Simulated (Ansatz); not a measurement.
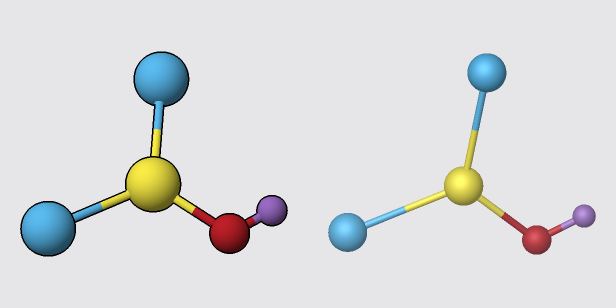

The same structure drawn twice, from different directions. Colours: oxygen red, gallium yellow, bromine blue, hydrogen purple.

Computed geometry: PBE0-D4/def2-TZVP optimisation.

What does the picture show?

It has 5 atoms: 2 bromine, 1 gallium, 1 hydrogen and 1 oxygen (Br₂GaHO). As SMILES it reads `[OH][Ga]([Br])[Br]`. The point group is Cs. All atoms lie on one plane. Coordination: 1 O bent; 1 Ga trigonal planar.

More results for the same structure follow; atom numbers are the same in all pictures, views and colours differ.

### Electronic properties

Properties computed with RKS HSE06-D4/def2-TZVPP (Ansatz 0.2.0).

Question: What is the HOMO energy (Kohn–Sham orbital)?

Answer: −8.33 eV.

Question: Estimate the LUMO energy (Kohn–Sham orbital).

Answer: −2.12 eV.

### Vibrations

Harmonic vibrations computed with RKS PBE0-D4/def2-TZVP (Ansatz 0.2.0) at a stationary point of the same level.

Question: List the wavenumbers.

Answer: 9 modes: 85, 143, 149, 271, 352, 363, 722, 867, 3884 cm⁻¹.

### Dipole moment

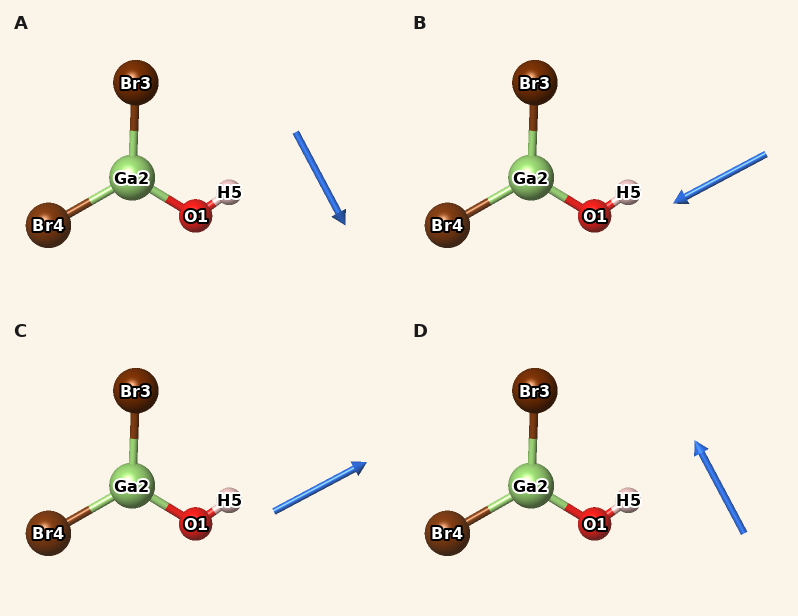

The same molecule four times, each with an arrow. Properties computed with RKS PBE-D4/def2-TZVPP (Ansatz 0.2.0).

Question: Which arrow points along the dipole moment, from the negative to the positive end?

Answer: C. The dipole moment is 1.22 D; it points from the side of Br4 to the side of H5 (the outermost atoms at the two ends).
